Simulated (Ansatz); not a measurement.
# CH5F2NSi: one species, many methods, part 2 of 2

Ansatz 0.2.0, Gaussian basis; functionals in def2-TZVPP, the program's frozen cores in correlated methods. The steps go on from the part before.

## Step 17: ωB97M-V (range-separated)

The input, in.yaml:

```yaml
crystal:
  periodic: [false, false, false]
  atoms:
    - {symbol: N, position_ang: [-0.195269, 0.563169, 1.541335]}
    - {symbol: Si, position_ang: [-0.604140, 0.371664, -0.105915]}
    - {symbol: C, position_ang: [0.776624, -0.643137, -0.964912]}
    - {symbol: F, position_ang: [0.895803, -1.861112, -0.343418]}
    - {symbol: F, position_ang: [0.454748, -0.885669, -2.270884]}
    - {symbol: H, position_ang: [-0.183656, -0.210237, 2.184631]}
    - {symbol: H, position_ang: [-0.314925, 1.444298, 2.009709]}
    - {symbol: H, position_ang: [-1.861905, -0.373692, -0.380344]}
    - {symbol: H, position_ang: [-0.654741, 1.723570, -0.715640]}
    - {symbol: H, position_ang: [1.770560, -0.180053, -0.951760]}
basis:
  gaussian: {orbitals: def2-TZVPP}
hamiltonian: {xc: {name: wB97M-V}}
output: {forces: true, orbitals: {seedname: orbitals}}
```

Run with:

```
$ ansatz run in.yaml --threads 4 --pin off --events-out ev --progress --plain --max-ram 10444MiB
```

Log, cut to the lines that bear on the results:

```text
Functional definition: wB97M-V
  name "wB97M-V"
  cite "Mardirossian & Head-Gordon, J. Chem. Phys. 144, 214110 (2016) doi:10.1063/1.4952647"
  cite "Becke, J. Chem. Phys. 107, 8554 (1997) doi:10.1063/1.475007"
  cite "Vydrov & Van Voorhis, J. Chem. Phys. 133, 244103 (2010) doi:10.1063/1.3521275"
  # Of w^i u^j: cxij and so on, Table III.
[...]
  gx(w, u) = 1 - cx + cx01*u + cx10*w
[...]
Atom 6 at    -0.314925     1.444298     2.009709 Å, force     0.008536    -0.028098     0.001155 eV/Å
Atom 7 at    -1.861905    -0.373692    -0.380344 Å, force     0.152626     0.079446     0.032902 eV/Å
Atom 8 at    -0.654741     1.723570    -0.715640 Å, force     0.010732    -0.154113     0.066221 eV/Å
Atom 9 at     1.770560    -0.180053    -0.951760 Å, force    -0.089194    -0.052584    -0.007657 eV/Å
Dipole moment:    -0.043498     0.399198     0.475264 e Å
```

It took 8.5 s on 4 threads of AMD EPYC 7B13, shared host; peak memory 0.78 GiB.

With the free atoms at this level, -15884.717 eV in sum, the atomisation energy is 3512.9 kJ/mol. HOMO -9.99 eV, LUMO 1.74 eV.

## Step 18: B2PLYP (double hybrid)

in.yaml: that of step 17 with these lines changed.

```diff
@@ -15,3 +15,2 @@
   gaussian: {orbitals: def2-TZVPP}
-hamiltonian: {xc: {name: wB97M-V}}
-output: {forces: true, orbitals: {seedname: orbitals}}
+hamiltonian: {xc: {name: B2PLYP}}
```

The command is unchanged.

Log, cut to the lines that bear on the results:

```text
Functional definition: B2PLYP
  name "B2PLYP"
  cite "Grimme, J. Chem. Phys. 124, 034108 (2006) doi:10.1063/1.2148954"
  cite "Becke, Phys. Rev. A 38, 3098 (1988) doi:10.1103/PhysRevA.38.3098"
  cite "Lee, Yang & Parr, Phys. Rev. B 37, 785 (1988) doi:10.1103/PhysRevB.37.785"
[...]
1428 factors; integrals over basis functions are off by at most 1.2e-3 eV
[...]
mean field -15907.06861429 eV, -584.5739893767 hartree, gradient 8.8e-6 eV, S^2 0.000000; 0 other end points of the search recorded, 0 dependent functions left out
9 core orbitals not correlated: weight in the atoms' cores, before any rotation towards them, 1.000 or more for the frozen orbitals, at most 0.000 for the correlated occupied ones
reference -15907.06877079 eV, -584.5739951281 hartree; 16, 16 occupied and 211, 211 virtual orbitals, 1428 factors
second order -32.51549295 eV of doubles, -0.00000000 eV of singles
Total energy: -15915.84795389 eV, -584.8966241562 hartree
```

It took 3.8 s on 4 threads of AMD EPYC 7B13, shared host; peak memory 0.58 GiB.

Atomisation energy: 3457.2 kJ/mol (free atoms -15880.017 eV, run apart).

## Step 19: PBE-QIDH (double hybrid)

in.yaml: that of step 18 with these lines changed.

```diff
@@ -15,2 +15,2 @@
   gaussian: {orbitals: def2-TZVPP}
-hamiltonian: {xc: {name: B2PLYP}}
+hamiltonian: {xc: {name: PBE-QIDH}}
```

Launched as before.

Log, cut to the lines that bear on the results:

```text
Functional definition: PBE-QIDH
  name "PBE-QIDH"
  cite "Brémond, Sancho-García, Pérez-Jiménez & Adamo, J. Chem. Phys. 141, 031101 (2014) doi:10.1063/1.4890314"
  cite "Perdew, Burke & Ernzerhof, Phys. Rev. Lett. 77, 3865 (1996) doi:10.1103/PhysRevLett.77.3865"
[...]
1428 factors; integrals over basis functions are off by at most 1.2e-3 eV
[...]
mean field -15899.17954667 eV, -584.2840714891 hartree, gradient 2.2e-6 eV, S^2 0.000000; 0 other end points of the search recorded, 0 dependent functions left out
9 core orbitals not correlated: weight in the atoms' cores, before any rotation towards them, 1.000 or more for the frozen orbitals, at most 0.000 for the correlated occupied ones
reference -15899.17955819 eV, -584.2840719125 hartree; 16, 16 occupied and 211, 211 virtual orbitals, 1428 factors
second order -30.33550568 eV of doubles, -0.00000000 eV of singles
Total energy: -15909.29139341 eV, -584.6556750030 hartree
```

Run time: 5 s. Hardware: 4 threads of AMD EPYC 7B13, shared host; peak memory 0.58 GiB.

Atomisation energy: 3447.3 kJ/mol (free atoms -15873.563 eV, run apart).

## Step 20: Frontier levels by functional

Dipoles come from the runs that computed forces. Levels are read from the orbital files that the runs wrote:

```
  functional  HOMO (eV)  LUMO (eV)  gap (eV)  dipole (D)
 LDA (SPW92)      -6.32      -0.91      5.41            
      PBE-D4      -6.18      -0.68      5.49        2.81
   revPBE-D4      -6.12      -0.58      5.54            
     BLYP-D4      -6.10      -0.62      5.48            
   r2SCAN-D4      -6.50      -0.20      6.30        2.91
      B97M-V      -6.62      -0.52      6.11            
     PBE0-D4      -7.64       0.17      7.81            
    B3LYP-D4      -7.43      -0.11      7.32        2.97
  r2SCANh-D4      -7.04       0.09      7.13            
  r2SCAN0-D4      -7.86       0.49      8.35            
    HSE06-D4      -7.23      -0.20      7.03            
    BHLYP-D4      -9.05       0.90      9.95            
CAM-B3LYP-D4      -9.10       1.05     10.15            
     LC-ωPBE     -10.45       2.33     12.77            
     ωB97X-V     -10.09       2.14     12.23            
     ωB97M-V      -9.99       1.74     11.73        2.99
```

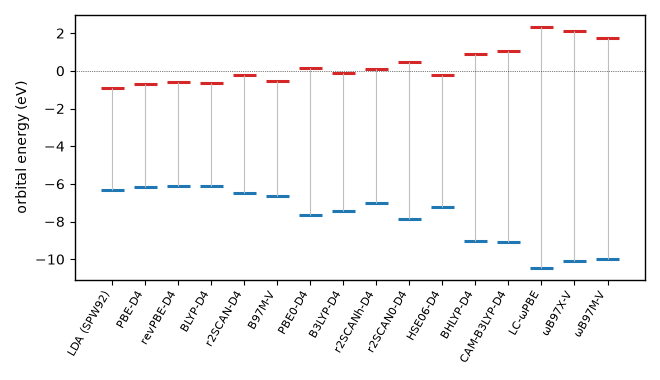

Highest occupied (blue) and lowest empty (red) level by functional.

## Step 21: CCSD(T) in def2-SVP

in.yaml: that of step 19 with these lines changed.

```diff
@@ -14,3 +14,3 @@
 basis:
-  gaussian: {orbitals: def2-TZVPP}
-hamiltonian: {xc: {name: PBE-QIDH}}
+  gaussian: {orbitals: def2-SVP}
+correlation: {method: ccsd_t}
```

Launched as before.

Log, cut to the lines that bear on the results:

```text
Functional definition: HF
  name "HF"
  cite "Fock, Z. Phys. 61, 126 (1930) doi:10.1007/BF01340294"
  parent pbe
[...]
971 factors; integrals over basis functions are off by at most 1.2e-3 eV
[...]
mean field -15856.78752059 eV, -582.7261932650 hartree, gradient 2.7e-6 eV, S^2 0.000000; 0 other end points of the search recorded, 0 dependent functions left out
9 core orbitals not correlated: weight in the atoms' cores, before any rotation towards them, 1.000 or more for the frozen orbitals, at most 0.000 for the correlated occupied ones
reference -15856.78752059 eV, -582.7261932650 hartree; 16, 16 occupied and 74, 74 virtual orbitals, 971 factors
second order -20.91341339 eV of doubles, -0.00000000 eV of singles
cycle   1  -21.45328935 eV  change   -5.4e-1 eV  update   9.8e-2
[...]
cycle   9  -22.06247690 eV  change   -8.4e-6 eV  update   1.5e-5
perturbative correction -0.46904144 eV, -0.0172369550 hartree
Total energy: -15879.31903893 eV, -583.5542112917 hartree
```

It took 4.5 s on 4 threads of AMD EPYC 7B13, shared host.

## Step 22: CCSD(T) in def2-TZVPP

in.yaml: that of step 21 with these lines changed.

```diff
@@ -14,3 +14,4 @@
 basis:
-  gaussian: {orbitals: def2-SVP}
+  gaussian: {orbitals: def2-TZVPP}
 correlation: {method: ccsd_t}
+output: {orbitals: {seedname: orbitals}}
```

Same command.

Log, cut to the lines that bear on the results:

```text
Functional definition: HF
  name "HF"
  cite "Fock, Z. Phys. 61, 126 (1930) doi:10.1007/BF01340294"
  parent pbe
[...]
1428 factors; integrals over basis functions are off by at most 1.2e-3 eV
[...]
mean field -15869.64833384 eV, -583.1988194348 hartree, gradient 2.3e-6 eV, S^2 0.000000; 0 other end points of the search recorded, 0 dependent functions left out
9 core orbitals not correlated: weight in the atoms' cores, before any rotation towards them, 1.000 or more for the frozen orbitals, at most 0.000 for the correlated occupied ones
reference -15869.64833384 eV, -583.1988194348 hartree; 16, 16 occupied and 211, 211 virtual orbitals, 1428 factors
second order -27.19261490 eV of doubles, -0.00000000 eV of singles
cycle   1  -27.36356318 eV  change   -1.7e-1 eV  update   1.0e-1
[...]
cycle   9  -28.08217615 eV  change   -1.0e-5 eV  update   2.0e-5
perturbative correction -0.93167829 eV, -0.0342385457 hartree
Total energy: -15898.66218829 eV, -584.2650589194 hartree
```

Wall time 1.7 min (4 threads of AMD EPYC 7B13, shared host); peak memory 4.6 GiB.

## Step 23: MP2 in def2-QZVPP

in.yaml: that of step 22 with these lines changed.

```diff
@@ -14,4 +14,3 @@
 basis:
-  gaussian: {orbitals: def2-TZVPP}
-correlation: {method: ccsd_t}
-output: {orbitals: {seedname: orbitals}}
+  gaussian: {orbitals: "def2-QZVPP.json"}
+correlation: {method: mp2}
```

The command is unchanged.

Log, cut to the lines that bear on the results:

```text
Functional definition: HF
  name "HF"
  cite "Fock, Z. Phys. 61, 126 (1930) doi:10.1007/BF01340294"
  parent pbe
[...]
2706 factors; integrals over basis functions are off by at most 9.9e-4 eV
[...]
mean field -15870.26306438 eV, -583.2214103652 hartree, gradient 2.7e-6 eV, S^2 0.000000; 0 other end points of the search recorded, 0 dependent functions left out
9 core orbitals not correlated: weight in the atoms' cores, before any rotation towards them, 1.000 or more for the frozen orbitals, at most 0.000 for the correlated occupied ones
reference -15870.26306438 eV, -583.2214103652 hartree; 16, 16 occupied and 423, 423 virtual orbitals, 2706 factors
second order -29.50763323 eV of doubles, -0.00000000 eV of singles
Total energy: -15899.77069761 eV, -584.3057958854 hartree
```

Wall time 15 s (4 threads of AMD EPYC 7B13, shared host); peak memory 2.4 GiB.

The pieces so far (eV):

```
     basis           HF  MP2 correlation  CCSD correlation      (T)              total
  def2-SVP  -15856.7875         -20.9134          -22.0625  -0.4690        -15879.3190
def2-TZVPP  -15869.6483         -27.1926          -28.0822  -0.9317        -15898.6622
def2-QZVPP  -15870.2631         -29.5076                             -15899.7707 (MP2)
```

The report of the def2-TZVPP run gives T1 = 0.0116.

## Step 24: From triple and quadruple zeta to the limit

No new run: Hartree-Fock is extrapolated as exp(−7.88√X) and correlation as X^−2.97, with X = 3 and 4; only MP2 was run in the larger set, so CCSD(T) minus MP2 is added from the smaller one.

```
  level  energy at the limit (eV)
     HF               -15870.3477
    MP2               -15901.5702
   CCSD               -15902.4598
CCSD(T)               -15903.3914
```

## Step 25: RPA on PBE orbitals

in.yaml: that of step 23 with these lines changed.

```diff
@@ -14,3 +14,4 @@
 basis:
-  gaussian: {orbitals: "def2-QZVPP.json"}
-correlation: {method: mp2}
+  gaussian: {orbitals: def2-TZVPP}
+hamiltonian: {xc: pbe}
+correlation: {method: rpa}
```

Same command.

Log, cut to the lines that bear on the results:

```text
Functional definition: PBE
  name "PBE"
  cite "Perdew, Burke & Ernzerhof, Phys. Rev. Lett. 77, 3865 (1996) doi:10.1103/PhysRevLett.77.3865"
  parent pbe
[...]
1428 factors; integrals over basis functions are off by at most 1.2e-3 eV
[...]
mean field -15911.61177997 eV, -584.7409476361 hartree, gradient 2.5e-6 eV, S^2 0.000000; 0 other end points of the search recorded, 0 dependent functions left out
9 core orbitals not correlated: weight in the atoms' cores, before any rotation towards them, 1.000 or more for the frozen orbitals, at most 0.000 for the correlated occupied ones
reference -15867.85296993 eV, -583.1328410278 hartree; 16, 16 occupied and 211, 211 virtual orbitals, 1428 factors
Total energy: -15911.10633311 eV, -584.7223728064 hartree
```

It took 4.1 s on 4 threads of AMD EPYC 7B13, shared host; peak memory 0.53 GiB.

RPA correlation: -43.253 eV. No RPA run of the hydrogen atom was made, so RPA has no atomisation energy below.

## Step 26: The ladder

Atomisation energy = energies of 1 N, 1 Si, 1 C, 2 F, 5 H (separate runs, same level) minus the molecule's; electronic only, no spin-orbit term.

Differences are taken before rounding.

```
            method             rung  atoms, summed (eV)  atomisation energy (kJ/mol)  from CCSD(T)/CBS (kJ/mol)     time
       LDA (SPW92)              LDA          -15793.461                       4060.5                     +560.9    1.1 s
            PBE-D4              GGA          -15874.778                       3571.0                      +71.5      2 s
         revPBE-D4              GGA          -15884.349                       3469.6                      -29.9    1.6 s
           BLYP-D4              GGA          -15886.629                       3509.6                      +10.0    1.6 s
         r2SCAN-D4         meta-GGA          -15883.561                       3492.1                       -7.4    3.5 s
            B97M-V         meta-GGA          -15883.657                       3488.7                      -10.8      6 s
           PBE0-D4           hybrid          -15876.652                       3481.9                      -17.6    2.3 s
          B3LYP-D4           hybrid          -15888.908                       3497.6                       -2.0    3.7 s
        r2SCANh-D4           hybrid          -15883.407                       3461.4                      -38.1    3.9 s
        r2SCAN0-D4           hybrid          -15883.190                       3417.6                      -81.9    4.1 s
          HSE06-D4           hybrid          -15876.074                       3484.9                      -14.7    2.7 s
          BHLYP-D4           hybrid          -15885.943                       3369.8                     -129.8    2.7 s
      CAM-B3LYP-D4  range-separated          -15885.580                       3527.2                      +27.7    2.6 s
           LC-ωPBE  range-separated          -15881.077                       3492.7                       -6.8    2.1 s
           ωB97X-V  range-separated          -15883.860                       3519.8                      +20.3    4.8 s
           ωB97M-V  range-separated          -15884.717                       3512.9                      +13.3    8.5 s
            B2PLYP    double hybrid          -15880.017                       3457.2                      -42.4    3.8 s
          PBE-QIDH    double hybrid          -15873.563                       3447.3                      -52.2      5 s
     HF/def2-TZVPP     wavefunction          -15844.339                       2442.0                    -1057.5         
    MP2/def2-TZVPP     wavefunction          -15861.008                       3457.3                      -42.2         
   CCSD/def2-TZVPP     wavefunction          -15863.155                       3336.1                     -163.5         
  CCSD(T)/def2-SVP     wavefunction          -15845.694                       3244.3                     -255.2    4.5 s
CCSD(T)/def2-TZVPP     wavefunction          -15863.526                       3390.1                     -109.4  1.7 min
           MP2/CBS     wavefunction          -15864.603                       3566.7                      +67.2         
       CCSD(T)/CBS     wavefunction          -15867.121                       3499.5                          0  1.9 min
```

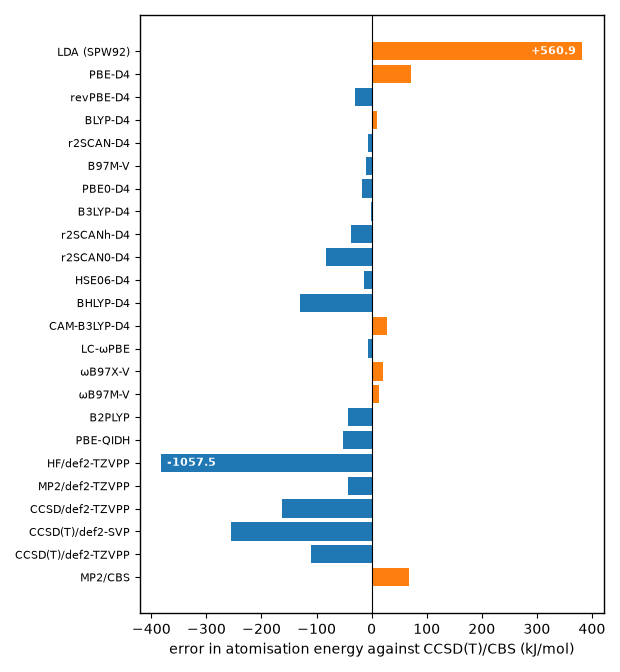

Error of each method against CCSD(T)/CBS. Bars with a number in them are cut short.

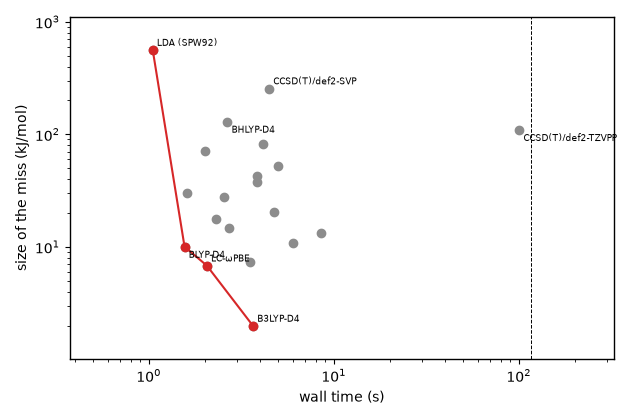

Miss against cost. Red marks the levels that no quicker level drawn beats (of those quicker than the yardstick), and the dashed line is the time of CCSD(T)/CBS. Only those levels and the largest misses are named. Times are from a shared host.

LDA (SPW92), LC-ωPBE, B2PLYP, PBE-QIDH carry no dispersion term (for B3LYP, D4 adds 27.4 kJ/mol).

Times are those of the molecule's run; HF, MP2 and CCSD come out of the CCSD(T) runs, and the limit's time is the sum of the runs that it needs.

## Step 27: Outcome

The summary covers parts 1 to 2.

| quantity | value |
| --- | --- |
| atomisation energy, CCSD(T)/CBS | 3499.5 kJ/mol |
| functionals within 17.5 kJ/mol (0.5 %) | BLYP-D4, r2SCAN-D4, B97M-V, B3LYP-D4, HSE06-D4, LC-ωPBE, ωB97M-V |
| farthest beyond LDA | BHLYP-D4 (-129.8 kJ/mol) |
| mean size of error, GGA | 37.2 kJ/mol |
| mean size of error, meta-GGA | 9.1 kJ/mol |
| mean size of error, hybrid | 47.3 kJ/mol |
| mean size of error, range-separated | 17.0 kJ/mol |
| mean size of error, double hybrid | 47.3 kJ/mol |
| gap, smallest and largest | 5.41 eV (LDA (SPW92)), 12.77 eV (LC-ωPBE) |
| T1 diagnostic | 0.0116 |
| triples share of the correlation energy | 3.2 % |

What this shows: The LDA atomisation energy is off by 560.9 kJ/mol (16 %): it overbinds. PBE-D4 misses by +71.5 kJ/mol. Double hybrids carry the basis error of their MP2 part in triple zeta, and no dispersion term here, so their miss is partly the set-up's. The rungs meta-GGA, range-separated miss on average by less than the doubt on the reference (17.5 kJ/mol), so they tie. Misses under about 17.5 kJ/mol are within the doubt on the reference itself, which lacks core-valence correlation, relativity and higher excitations. Hartree-Fock recovers 70 % of the binding; the rest is correlation. CCSD(T) in def2-SVP is off by -255.2 kJ/mol, worse than the median functional, from the basis alone. Orbital gaps span 5.4 to 12.8 eV; exact exchange widens them.

B3LYP-D4 reaches 2.0 kJ/mol from the reference in 3.7 s, where CCSD(T)/CBS took 1.9 min; the quickest level in the cost chart, LDA (SPW92), takes 1.1 s and misses by 560.9 kJ/mol.
